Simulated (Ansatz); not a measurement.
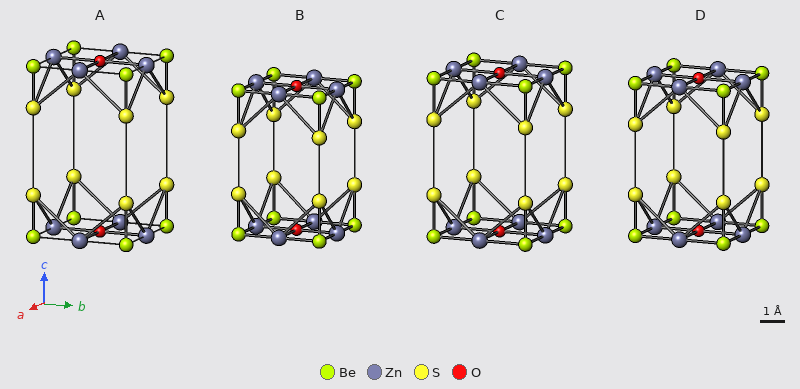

4 geometries from one relaxation of a crystal of BeZn$_{2}$S$_{2}$O (a generated structure, set up in P4/mmm) (coarse preliminary run), in shuffled order. The picture is a ball-and-stick view of the cell of the calculation, seen slightly off an axis.

These are results of DFT PBE, scalar-relativistic, plane waves, PAW (Ansatz 0.2.0), not measurements. Settings: plane-wave cutoff 420 eV; k-point mesh 4 × 4 × 4; occupations gaussian; smearing width 0.1 eV; no spin polarisation; cell and atoms relaxed; force threshold 0.04 eV/Å; at most 70 steps.

### Order the frames from highest to lowest energy.

B, D, C, A. They are steps 0, 2, 4, 10, at +602 meV per atom, +94.4 meV per atom, +48.4 meV per atom relative to the last. The largest moves relative to the cell, 0.27 Å, are those of S atoms. O and Zn and Be stay in place. The drawn cell changes as follows: a = b 3.781 → 4.347 Å (+15.0 %), c 6.301 → 7.469 Å (+18.5 %); the volume changes by +56.7 %. Near-neighbour distances that change, for instance: S–S 2.775 → 3.832 Å, O–Zn 1.891 → 2.173 Å, Be–Zn 1.891 → 2.173 Å, S–Zn 2.585 → 2.834 Å. Bond angles that change, for instance: Zn–S–Zn 94.0° → 100.2°, S–Zn–S 94.0° → 100.2°, S–Zn–S 86.0° → 79.8°. The space group stays P4/mmm (No. 123). The energy falls by 602 meV per atom in 8 accepted moves (10 points after the start). The largest force component goes from 1.1 to 0.00058 eV/Å. The pressure goes from 37.63 to 0.05 GPa. The SCF was repeated twice at an unchanged geometry on a basis and grid sized afresh for the cell, which shifted the energy by 36.1 meV per atom at most. Cost: 83 s on 1 thread of Intel(R) Xeon(R) Processor @ 2.70GHz (shared host), peak memory 0.44 GiB.
